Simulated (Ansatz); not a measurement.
# BeAgH3 (built on the sites of a database entry of NaBeH3): from the cell to its phonons, part 2 of 2

The cell of BeAgH3 (built on the sites of a database entry of NaBeH3) is at rest. What are its phonons? After the zone centre comes a 4×4×4 q mesh on a 12×12×12 k mesh.

Ansatz 0.2.0; DFT PBEsol, scalar-relativistic, plane waves, PAW.

So far, highest frequency on the path or at a solved wavevector (cm⁻¹): step 3 (the dispersion) 1570.

The structure was built from a prototype and need not be the compound's stable phase.

## Step 4: Finite displacements in a supercell

Finite displacements in a 2×2×2 supercell give force constants from forces alone. They are exact at the wavevectors that the supercell holds, where they check the linear-response result.

Contents of input.yaml:

```yaml
crystal:
  lattice:
    - [3.3462488596, 0.0, 0.0]
    - [0.0, 3.3462488596, 0.0]
    - [0.0, 0.0, 3.3462488596]
  atoms:
    - { symbol: Ag, position: [0.5, 0.5, 0.5] }
    - { symbol: Be, position: [0.0, 0.0, 0.0] }
    - { symbol: H, position: [0.0, 0.0, 0.5] }
    - { symbol: H, position: [0.5, 0.0, 0.0] }
    - { symbol: H, position: [0.0, 0.5, 0.0] }
kpoints:
  mp_grid: { grid: [12, 12, 12] }
hamiltonian:
  xc: pbesol
scf:
  occupations: { method: methfessel_paxton, width: 0.2 }
output:
  eigenvalues: true
phonons:
  method: fd
  supercell: [2, 2, 2]
  temperatures: { t_max: 1000, t_step: 50 }
  qpath:
    path:
      - [[0.0, 0.0, 0.0], [0.0, 0.5, 0.0], [0.5, 0.5, 0.0], [0.0, 0.0, 0.0], [0.5, 0.5, 0.5], [0.0, 0.5, 0.0]]
      - [[0.5, 0.5, 0.5], [0.5, 0.5, 0.0]]
    npoints: 10
```

The run is started by

```console
> ansatz run input.yaml --threads 4 --pin off --max-ram 14336MiB --backend cpu --events-out ev --progress --plain --runs-dir out
```

Numbers of over 12 decimals in the logs are rounded to 6 here.

Output:

```text
[...]
Crystal: 40 atoms, lattice volume = 299.754 Å³
Basis set: ecut = 420 eV, 5887 PW (Γ), exchange–correlation on 90×90×90 points (8 copies of the dense FFT grid, shifted against one another)
Bands: 115, of which v1, the nominal top of the filled ones, is band 96 counted from 1 (95 counted from 0)
Symmetry: 384 space group operations
k-points: 20 of 216
[...]
SCF iter   1: F=—  HF=-61257.530777 eV  |F-HF|=—  |Δ(HF+E_count)|=         —  Δρ=8.04e-8  dr2=2.44e-11  ethr=1.00e-12  ⟨swp⟩=3.0  Hψ=5872  notcnv=0
[...]
SCF iter   2: F=-61257.530777 eV  HF=-61257.530777 eV  |F-HF|=2.18e-11  |Δ(HF+E_count)|=  1.46e-11  S|Δr|=    0.00e0  Δρ=4.90e-8  dr2=1.05e-11  ethr=1.00e-12  ⟨swp⟩=2.3  Hψ=3685  notcnv=0
SCF 1 converged in 2 iterations: F = -61257.530777 eV  dr2 = 1.05e-11
[...]
Crystal: 5 atoms, lattice volume = 37.469 Å³
Basis set: ecut = 420 eV, 739 PW (Γ), exchange–correlation on 48×48×48 points (8 copies of the dense FFT grid, shifted against one another)
Bands: 17, of which v1, the nominal top of the filled ones, is band 12 counted from 1 (11 counted from 0)
Symmetry: 48 space group operations
k-points: 84 of 1728
[...]
SCF iter   2: F=-7657.191347 eV  HF=-7657.191347 eV  |F-HF|=1.36e-11  |Δ(HF+E_count)|=   4.40e-5  S|Δr|=    0.00e0  Δρ=6.79e-7  dr2=7.41e-11  ethr=1.00e-12  ⟨swp⟩=5.2  Hψ=5643  notcnv=0
SCF 2 converged in 2 iterations: F = -7657.191347 eV  dr2 = 7.41e-11
[...]
Symmetry: 6 space group operations
k-points: 32 of 216 (time reversal used)
[...]
SCF iter   9: F=-61257.530768 eV  HF=-61257.530768 eV  |F-HF|=1.46e-11  |Δ(HF+E_count)|=  1.46e-11  S|Δr|=    0.00e0  Δρ=1.14e-8  dr2=7.01e-13  ethr=1.00e-12  ⟨swp⟩=4.2  Hψ=12080  notcnv=0
SCF 3 converged in 9 iterations: F = -61257.530768 eV  dr2 = 7.01e-13
Symmetry: 4 space group operations
k-points: 52 of 216 (time reversal used)
[...]
SCF iter   8: F=-61257.530780 eV  HF=-61257.530780 eV  |F-HF|=2.18e-11  |Δ(HF+E_count)|=  2.18e-11  S|Δr|=    0.00e0  Δρ=2.03e-8  dr2=1.63e-12  ethr=1.00e-12  ⟨swp⟩=4.8  Hψ=21415  notcnv=0
SCF 4 converged in 8 iterations: F = -61257.530780 eV  dr2 = 1.63e-12
Symmetry: 8 space group operations
k-points: 40 of 216 (time reversal used)
[...]
SCF iter   8: F=-61257.530767 eV  HF=-61257.530767 eV  |F-HF|=1.46e-11  |Δ(HF+E_count)|=  7.28e-12  S|Δr|=    0.00e0  Δρ=2.14e-8  dr2=1.36e-12  ethr=1.00e-12  ⟨swp⟩=4.0  Hψ=17722  notcnv=0
SCF 5 converged in 8 iterations: F = -61257.530767 eV  dr2 = 1.36e-12
[...]
SCF iter  10: F=-61257.530767 eV  HF=-61257.530767 eV  |F-HF|=7.28e-12  |Δ(HF+E_count)|=  1.46e-11  S|Δr|=    0.00e0  Δρ=1.29e-9  dr2=4.77e-15  ethr=1.00e-12  ⟨swp⟩=4.0  Hψ=14175  notcnv=0
SCF 6 converged in 10 iterations: F = -61257.530767 eV  dr2 = 4.77e-15
[...]
SCF iter   8: F=-61257.530772 eV  HF=-61257.530772 eV  |F-HF|=0.00e0  |Δ(HF+E_count)|=    0.00e0  S|Δr|=    0.00e0  Δρ=2.82e-8  dr2=2.68e-12  ethr=1.00e-12  ⟨swp⟩=4.6  Hψ=19880  notcnv=0
SCF 7 converged in 8 iterations: F = -61257.530772 eV  dr2 = 2.68e-12
SCF converged after 2 iterations
[...]
Free energy (F): -61257.530777 eV
[...]
Internal energy: -61257.531627 eV  (E = F + TS)
E sigma→0 (E₀):  -61257.530990 eV
Entropy (-TS):   0.000850 eV (0.021 meV/atom)
Fermi energy:    10.662912 eV
[...]
--- Band table (eV; the first three rows and the last of 20) ---
  k-point 0: bands = [... 92 lower, 9.6702, 9.6702, 10.4517, 10.6582, 10.6582, 10.6582, 10.8339, 10.8339, ... 15 higher]
  k-point 1: bands = [... 92 lower, 9.5894, 9.7583, 9.9615, 10.6565, 10.6996, 10.7631, 10.8722, 10.8722, ... 15 higher]
  k-point 2: bands = [... 92 lower, 9.3920, 9.3920, 9.9881, 10.5657, 10.8306, 11.2145, 11.4474, 11.4954, ... 15 higher]
  k-point 19: bands = [... 92 lower, 8.3534, 8.3534, 8.3534, 8.3534, 11.4177, 11.4177, 11.4177, 11.4177, ... 15 higher]
--- Phonons: 5 displaced members + reference (amplitude 0.0025 Å, Σ member SCF iterations 43) ---
  symmetry images taken by strict's conditions (phonons.symmetry_images: auto; settled by no image being taken that strict refuses)
  ASR residual: 7.730e-5 → 0.000e0 eV/Å²; symmetrization residual: 7.590e-5 eV/Å²
  largest component of a force at the reference: 1.7e-27 eV/Å
  ASR residual per site (eV/Å²): 7.73e-5 5.85e-6 4.83e-5 4.83e-5 4.83e-5
[...]
```

Elapsed: 2.2 min, on 4 threads of Intel Xeon Platinum 8259CL at 2.50GHz (Skylake/Cascade Lake), shared host; peak memory 2 GiB; 8.5 min of CPU time.

This step gave:

| Item | Value |
| --- | --- |
| atoms in the supercell | 40 |
| sum-rule residual before enforcement | 7.73e-5 eV/Å² |

Interpolated from a 2×2×2 supercell, rough between the solved points. Phonon branches along the path, in cm⁻¹:

```tsv
point	branch 1	branch 2	branch 3	branch 4	branch 12	branch 13	branch 14	branch 15
Γ	-467	-467	-467	0	683	1058	1058	1058
X	-128	-128	-74	-74	902	1006	1006	1228
M	-896	-161	-80	-70	833	890	947	1460
Γ	-467	-467	-467	0	683	1058	1058	1058
R	-775	-775	-775	-70	998	998	998	1570
X	-128	-128	-74	-74	902	1006	1006	1228
jump to R	-775	-775	-775	-70	998	998	998	1570
M	-896	-161	-80	-70	833	890	947	1460
```

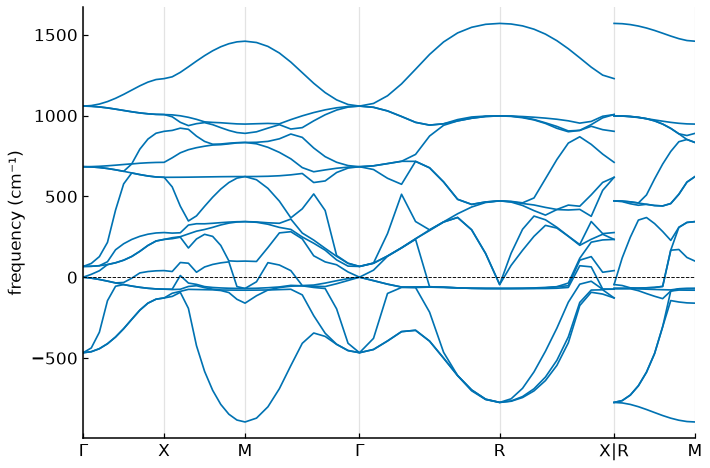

Phonon branches along the path.

The phonon density of states has structure finer than the step of the table below, so its rows give means over 100 cm⁻¹, whole bins alone (the curve runs from -890 to 1570 cm⁻¹). Peaks (cm⁻¹: height): -70.0: 0.0736, 330.0: 0.0166, 950.0: 0.0303.

Tetrahedra on a 18×18×18 mesh, mean over bins of 20 cm-1. Interpolated from a 2×2×2 supercell, rough between the solved points. The phonon density of states by wavenumber; means over each step:

```tsv
wavenumber (cm⁻¹)	phonon density of states (1/cm⁻¹/cell)
-800	0.00145
-700	0.00206
-600	0.00209
-500	0.00217
-400	0.00330
-300	0.00385
-200	0.00317
-100	0.0232
0	0.00860
100	0.00645
200	0.0101
300	0.0137
400	0.00838
500	0.00573
600	0.00648
700	0.00460
800	0.00703
900	0.0143
1000	0.0130
1100	6.6e-4
1200	0.00145
1300	0.00240
1400	0.00314
1500	0.00233
```

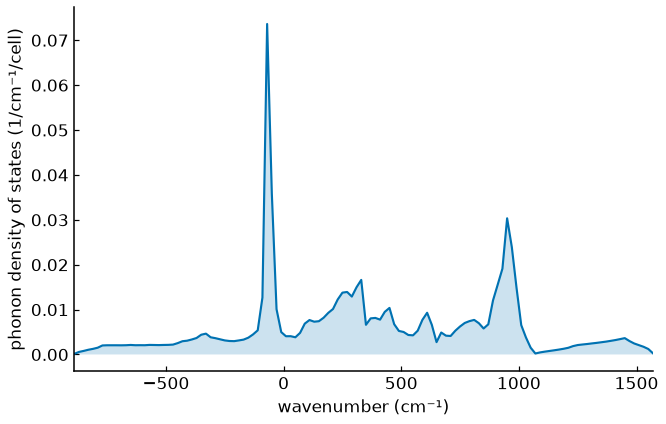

Phonon density of states against wavenumber.

At Γ the two methods differ by at most 0.0 cm⁻¹.

## Step 5: Outcome

| Quantity | Value |
| --- | --- |
| space group (within 0.01 Å) | Pm-3m |
| volume per atom | 7.49 Å³ |
| electronic character | no gap on this mesh |
| highest optical mode at the zone centre (no LO-TO term) | 1058 cm⁻¹ |
| lowest optical zone-centre mode | -467 cm⁻¹ |
| lowest mode on the q mesh (acoustic modes at Γ apart) | -896 cm⁻¹ |
| highest frequency on the path or at a solved wavevector | 1570 cm⁻¹ |
| imaginary modes on the 4×4×4 q mesh | yes |

Modes are clearly imaginary (beyond 10i cm⁻¹) at 10 of the 10 irreducible wavevectors, most at q = (0, -0.5, -0.5) (895.6i cm⁻¹), so this structure is not a minimum of the energy. The optical modes at Γ span -467 to 1058 cm⁻¹ (negative means imaginary). The highest mode in this list at Γ, 1058.3 cm⁻¹, is mostly motion of H (100 % of the kinetic energy). Finite displacements and linear response differ by 0.0 cm⁻¹ in the highest zone-centre mode. With no gap, or one that is small against the smearing, the frequencies hang on the k mesh and the smearing, most of all near Kohn anomalies. A phonon run warned that its eigensolver left some bands unconverged in a pass. The starting cell was built on a prototype and not taken from a measurement, so the phase need not exist. These are harmonic frequencies at zero temperature: anharmonic shifts, linewidths and thermal expansion are left out.

[Logs are printed without paths, hosts, clocks, repeated set-up lines and the standing remarks that a program may print on its own settings, such as how far it seeks lower states.]

[Hosts, paths, dates, database ids (printed as entryN), source tags and the programs' standing remarks are cut or masked in the printed files.]
